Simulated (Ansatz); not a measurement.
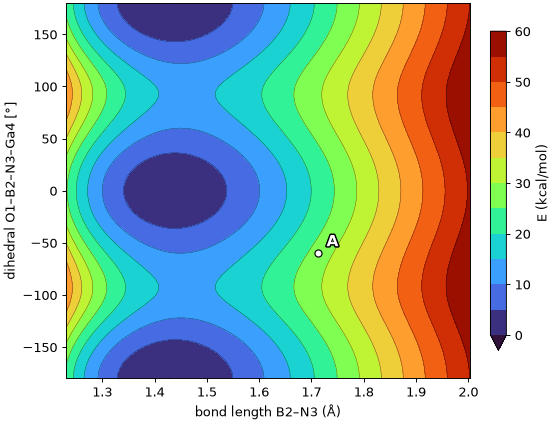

BBrGaH₄NO, SMILES OB[NH][GaH][Br]. 
- Coordinates scanned: (1) bond length B2–N3; (2) dihedral O1–B2–N3–Ga4.
- Nothing is relaxed (all other coordinates rigid).
- Grid: 9 × 9 points.
- Energies are in kcal/mol, from the lowest grid point.
- Theory: RKS PBE-D4/def2-SVP in Ansatz.

In the figure: filled contours, the point A. Between grid points the surface is interpolated.

Question: Is A at rest? If not, where is it pushed?

Answer: A, at bond length B2–N3 = 1.713 Å, dihedral O1–B2–N3–Ga4 = −60°, is not a stationary point. The computed force is 102 kcal/mol for each Å towards smaller values of bond length B2–N3 and 0.13 kcal/mol for each degree towards larger values of dihedral O1–B2–N3–Ga4.
